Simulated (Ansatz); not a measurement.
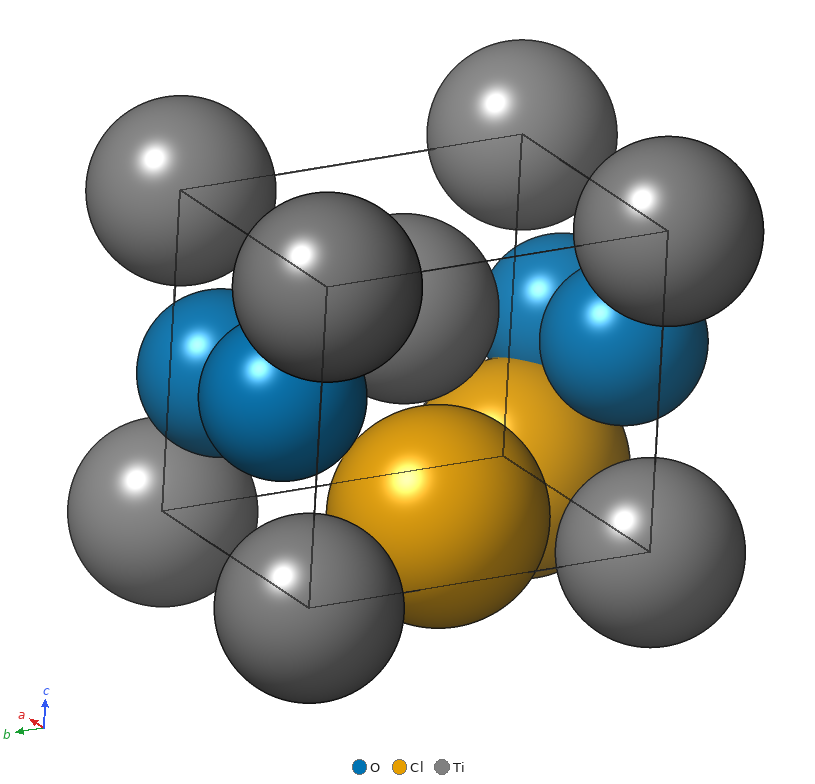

Crystal structure, space-filling style, seen from a general direction. The parallelepiped is the simulation cell. Cell: a = 4.934 Å, b = 4.898 Å, c = 4.568 Å, α = 91.77°, β = 97.72°, γ = 91.69°.

- It has the composition TiClO.
- Apart from translations it has no symmetry (space group P1).
- The atoms show no order inside the cell.
- With Z = 2, the cell contains 2 Ti, 2 Cl, 2 O.

The structure is a made-up disordered cell; no relaxation was done. A calculation with Ansatz used it as input.

At this level of theory the cell isn't at rest (forces up to 5.1 eV/Å), so its distances can differ from those at equilibrium, the more so the softer the solid.
